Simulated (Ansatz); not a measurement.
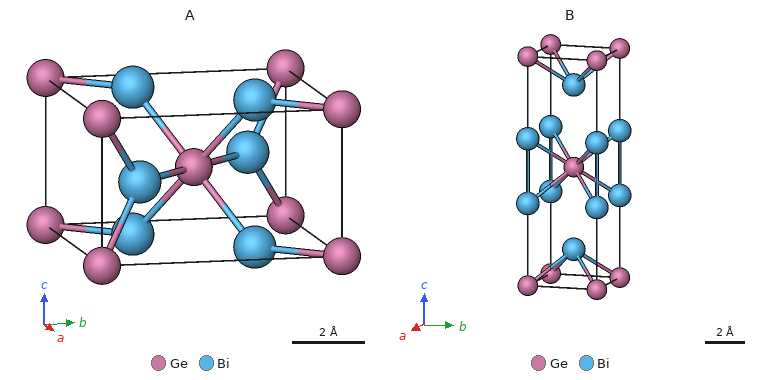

Two structures of GeBi₂, each relaxed to rest (conventional cells in solid outline, small ones repeated, not to one scale). Method: DFT PBE, scalar-relativistic, plane waves, PAW (Ansatz 0.2.0), without spin polarisation.

> Describe A and B.

A: 6 atoms a cell on a primitive tetragonal lattice, P4_2/mnm. B: 6 atoms a cell on a body-centred tetragonal lattice, I4/mmm.

> Which of the two does the method prefer?

B is lower, by 253 meV/atom at this level of theory (energies at zero smearing). Volumes: A 33.3, B 28.0 Å³/atom.

One or both may be structure types tried for this composition rather than known phases.
